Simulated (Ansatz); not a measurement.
# BaCr2H2, from a guessed structure to a relaxed one, part 2 of 2

This structure for BaCr2H2 is made up. Its elements were placed in a known structure type with a cell scaled to their sizes. What cell does the guess relax to, and how far off was it?

Ansatz 0.2.0; DFT, PBE, plane-wave PAW, files of the set soft_1, scalar-relativistic, ferromagnetic start, cell and ions relaxed at zero pressure; PAW set soft_1 (the session's first sound run).

So far: The structure; Relaxing cell and atoms. The relaxed cell has a = 3.878, c = 5.876 Å (conventional setting).

## 3. Electronic structure of the relaxed cell

With the geometry fixed, one more self-consistent run, with a narrower smearing and the mesh shown in its input, gives the bands, and its pressure, and its forces where symmetry allows any, show how far the geometry depends on these settings.

This step: DFT, PBE, plane-wave PAW, files of the set soft_1, scalar-relativistic, no spin, bands and density of states at the relaxed cell; PAW set soft_1 (Ansatz 0.2.0).

Input file input.yaml:

```yaml
crystal:
  lattice:
    - [3.8782425901, 0.0, 0.0]
    - [-1.9391212951, 3.3586566051, 0.0]
    - [0.0, 0.0, 5.8762725154]
  atoms:
    - { symbol: Ba, position: [0.0, 0.0, 0.0] }
    - { symbol: Cr, position: [0.6666666667, 0.3333333333, 0.5249119422] }
    - { symbol: Cr, position: [0.3333333333, 0.6666666667, 0.4750880578] }
    - { symbol: H, position: [0.6666666667, 0.3333333333, 0.8031708881] }
    - { symbol: H, position: [0.3333333333, 0.6666666667, 0.1968291119] }
kpoints:
  mp_grid: { grid: [10, 10, 6] }
  band_path:
    path:
      - [[0.0, 0.0, 0.0], [0.5, 0.0, 0.0], [0.33333333, 0.33333333, 0.0], [0.0, 0.0, 0.0], [0.0, 0.0, 0.5], [0.5, 0.0, 0.5], [0.33333333, 0.33333333, 0.5], [0.0, 0.0, 0.5]]
      - [[0.5, 0.0, 0.5], [0.5, 0.0, 0.0]]
      - [[0.33333333, 0.33333333, 0.0], [0.33333333, 0.33333333, 0.5]]
    npoints: 8
scf:
  occupations: { method: fermi_dirac, width: 0.03 }
  n_extra_bands: 9
hamiltonian:
  xc: pbe
  pseudopotentials: { kind: paw, azcp: { folder: soft_1 } }
output:
  forces: true
  stress: true
  write_bands: true
  dos: { projected: true }
  write_density: true
  write_potential: true
  elf: true
  volumetric_format: npy
```

Run with:

```console
ansatz run input.yaml --threads 4 --pin off --max-ram 8192MiB --backend cpu --events-out ev --progress --plain --runs-dir out
```

Numbers of over 12 decimals in the logs are rounded to 6 here.

Log:

```text
[...]
Crystal: 5 atoms, lattice volume = 76.542 Å³
Basis set: ecut = 420 eV, 1519 PW (Γ), exchange–correlation on 54×54×80 points (8 copies of the dense FFT grid, shifted against one another)
Bands: 29, of which v1, the nominal top of the filled ones, is band 20 counted from 1 (19 counted from 0)
Symmetry: 12 space group operations
[...]
k-points: 72 of 600
[...]
SCF iter   1: F=—  HF=-12746.461953 eV  |F-HF|=—  |Δ(HF+E_count)|=         —  Δρ=2.88e-1  dr2=1.22e2  ethr=3.10e-3  ⟨swp⟩=8.8  Hψ=11545  notcnv=0
[...]
SCF iter  10: F=-12735.046310 eV  HF=-12735.046310 eV  |F-HF|=4.74e-8  |Δ(HF+E_count)|=   2.44e-8  Δρ=6.46e-6  dr2=7.70e-8  ethr=2.50e-10  ⟨swp⟩=14.9  Hψ=15098  notcnv=0
SCF 1 converged in 10 iterations: F = -12735.046310 eV  dr2 = 7.70e-8
[...]
NSCF: frozen V_eff on 75 k-points
SCF converged after 10 iterations
Free energy (F): -12735.046310 eV
[...]
Internal energy: -12735.040865 eV  (E = F + TS)
E sigma→0 (E₀):  -12735.043587 eV
Entropy (-TS):   -0.005445 eV (-1.089 meV/atom)
Fermi energy:    10.521904 eV
[...]
--- Forces (eV/Å), atoms counted from 1 ---
  atom   1  Ba    -0.00000000    -0.00000000     0.00000000
  atom   2  Cr    -0.00000000     0.00000000     0.04948868
  atom   3  Cr     0.00000000    -0.00000000    -0.04948868
  atom   4  H      0.00000000     0.00000000    -0.00281432
  atom   5  H     -0.00000000    -0.00000000     0.00281432
  max |Σ_I F_I| component: 1.48e-16 eV/Å
--- Stress (GPa, compression-positive) ---
        0.028068      -0.000000      -0.000000
       -0.000000       0.028068       0.000000
       -0.000000       0.000000       0.011774
  P = ⅓ Tr σ = 0.0226 GPa (0.226 kbar)
--- Band table (eV; the first three rows and the last of 72) ---
  k-point 0: bands = [... 16 lower, 9.5089, 10.1974, 10.1974, 10.7207, 10.7207, 11.2931, 11.2964, 11.9699, ... 5 higher]
  k-point 1: bands = [... 16 lower, 9.4927, 10.2051, 10.2051, 10.6804, 10.6804, 11.1238, 11.4984, 12.0327, ... 5 higher]
  k-point 2: bands = [... 16 lower, 9.4614, 10.2201, 10.2201, 10.6089, 10.6089, 10.9576, 11.8239, 12.1470, ... 5 higher]
  k-point 71: bands = [... 16 lower, 9.4739, 9.6283, 9.6748, 9.9070, 11.6831, 11.9653, 11.9790, 12.4758, ... 5 higher]
```

It took 4.1 s on 4 threads of Arm Neoverse V2, shared host; peak memory 0.46 GiB.

In the SCF lines HF is the Harris–Foulkes energy and dr2 the Hartree energy of the density residual, in eV; the loop may stop once dr2 is under the threshold and the program's other checks hold. Hψ counts applications of the Hamiltonian.

This step gave:

| Item | Value |
| --- | --- |
| free energy | -12735.0463 eV |
| energy at zero smearing | -12735.0436 eV |
| smearing term TS | 0.005445 eV |
| Fermi energy | 10.52 eV |
| pressure | 0.02264 GPa |

bands.tsv at the labelled points (eV, zero at the Fermi level; the bands that come nearest the Fermi level along the path):

```tsv
point	band 17	band 18	band 19	band 20	band 21	band 22	band 23	band 24
Γ	-1.01	-0.32	-0.32	0.20	0.20	0.77	0.77	1.45
M	-1.26	-1.18	-1.17	-0.82	-0.40	1.72	1.86	2.22
K	-1.08	-1.08	-0.86	-0.86	0.79	1.99	1.99	2.00
Γ	-1.01	-0.32	-0.32	0.20	0.20	0.77	0.77	1.45
A	-1.08	-0.29	-0.29	0.05	0.05	0.36	1.61	1.68
L	-1.37	-1.18	-1.05	-0.32	0.32	0.43	1.83	2.39
H	-0.95	-0.95	-0.73	-0.73	1.44	1.44	1.51	1.91
A	-1.08	-0.29	-0.29	0.05	0.05	0.36	1.61	1.68
L	-1.37	-1.18	-1.05	-0.32	0.32	0.43	1.83	2.39
M	-1.26	-1.18	-1.17	-0.82	-0.40	1.72	1.86	2.22
K	-1.08	-1.08	-0.86	-0.86	0.79	1.99	1.99	2.00
H	-0.95	-0.95	-0.73	-0.73	1.44	1.44	1.51	1.91
```

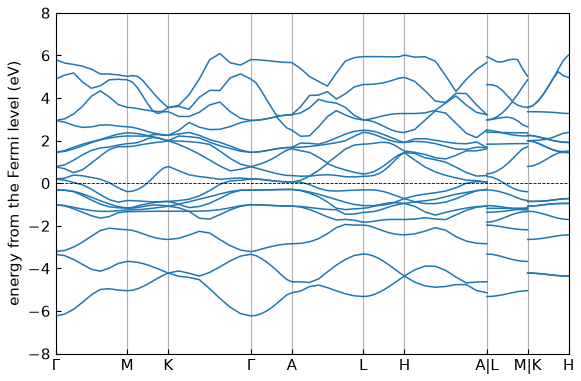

Bands along the path. 12 bands lie wholly below the window drawn.

States per cell as run, both spins, in windows of 1 eV, from dos.tsv (zero at the Fermi level):

```
from  to  total
  -8  -7   0.00
  -7  -6   0.01
  -6  -5   0.84
  -5  -4   2.00
  -4  -3   1.17
  -3  -2   1.95
  -2  -1   5.38
  -1   0   4.63
   0   1   2.95
   1   2   4.53
   2   3   3.99
```

A further 24.0 states lie below the table's range.

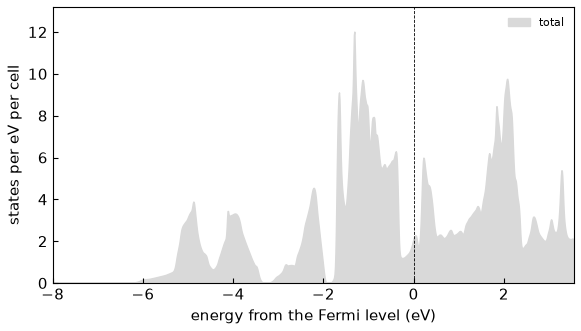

Total density of states, smoothed over about 0.04 eV.

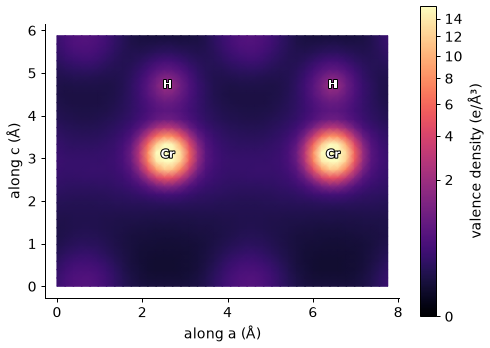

Valence density in the ac plane at fractional y = 0.333, with atoms of Cr and H within 0.2 Å of it. It is the smooth field of the valence electrons, not physical close to the nuclei. The colour scale is stretched toward low values.

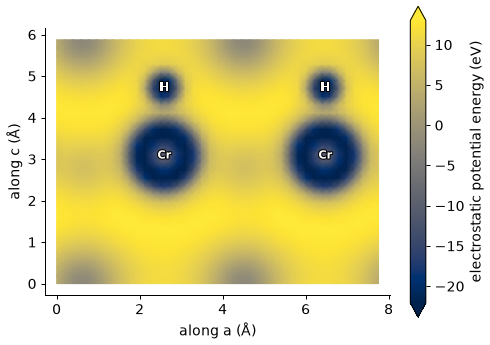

Electrostatic potential energy in the ac plane at fractional y = 0.333, with atoms of Cr and H within 0.2 Å of it. With pseudopotentials it is smooth inside the atoms' cores, unlike the true potential.

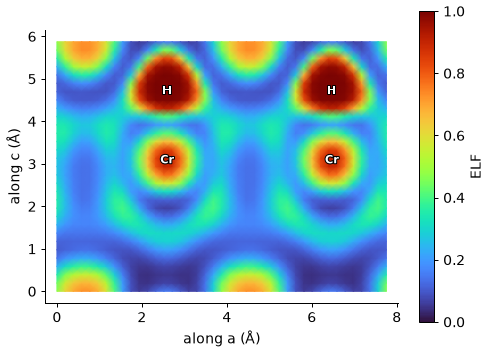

ELF in the ac plane at fractional y = 0.333, with atoms of Cr and H within 0.2 Å of it. It is the smooth field of the valence electrons, not physical close to the nuclei.

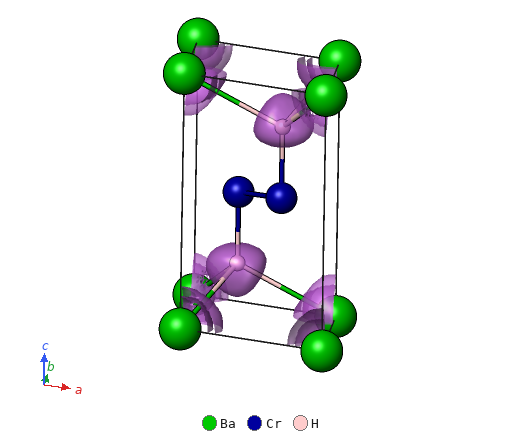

Surface of ELF = 0.85. Bonds to atoms that aren't drawn are left out.

## 4. Outcome

```
space group, relaxed : P-3m1
conventional cell    : a = 3.878, b = 3.878, c = 5.876 Å; α = 90.0°, β = 90.0°, γ = 120.0°
volume per atom      : 15.31 Å³ (guess 15.78)
total moment         : 0.00 μB in the cell of 5 atoms
```

What this shows: BaCr2H2 relaxes to P-3m1 with a = 3.878, b = 3.878 and c = 5.876 Å. The guessed volume was 3 % too large. The space group P-3m1 was held in the relaxation, so the end point is a stationary structure within it and may be a saddle against distortions or other arrangements. The moments died out from this one start and weren't seeded again at the relaxed cell. Bands cross the Fermi level, so it is a metal or semimetal at this level. On the 10×10×6 mesh with the narrower smearing (relaxed on 7×7×6) the largest force component is 0.049 eV/Å and the largest stress component is 0.028 GPa, against the relaxation's thresholds of 0.015 eV/Å and 0.05 GPa. The cutoff wasn't tested. A vector of the cell changed its length by 23 %, so the starting arrangement is largely lost and the mesh was laid for another shape. Spin-orbit coupling is left out, which can matter for elements this heavy. No dispersion term is used, so weakly bound directions may come out too long. Nothing here tests whether the compound is stable against decomposition.

[Logs are printed without paths, hosts, clocks, repeated set-up lines and the standing remarks that a program may print on its own settings, such as how far it seeks lower states.]

[Hosts, paths, dates, database ids (printed as entryN), source tags and the programs' standing remarks are cut or masked in the printed files.]
